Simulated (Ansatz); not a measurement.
Profile along the Si–O line in SiO2 (rutile)

SiO2 (rutile)

```
CELL_PARAMETERS angstrom
      4.23616     0.00000     0.00000
      0.00000     4.23616     0.00000
      0.00000     0.00000     2.69045
ATOMIC_POSITIONS crystal
  Si 0.50000 0.50000 0.50000
  Si 0.00000 0.00000 0.00000
  O  0.80699 0.80699 0.50000
  O  0.30699 0.69301 0.00000
  O  0.69301 0.30699 0.00000
  O  0.19301 0.19301 0.50000
```

Fields along a shortest Si–O line of a (-1 1 0) plane (1.77 Å), from Si to O, interpolated on the slice's grid (step about 0.2 Å). All values below come from PBE (plane waves to 420 eV, PAW, scalar-relativistic; Ansatz, an electronic-structure program). k mesh 8×8×12. Near the nuclei the fields are pseudised (PAW); where an atom keeps semicore shells as valence, they peak there. SiO2 was relaxed with its symmetry unable to fall.

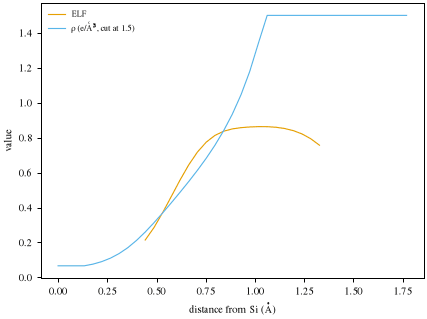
ELF (away from the nuclei) and valence density from Si to O.

Density on the Si–O line (1.77 Å) at its midpoint: 0.93 e/Å³. ELF at that point: 0.9. ELF maximum in the middle third of the Si–O line: 0.86, 1.0 Å from Si.
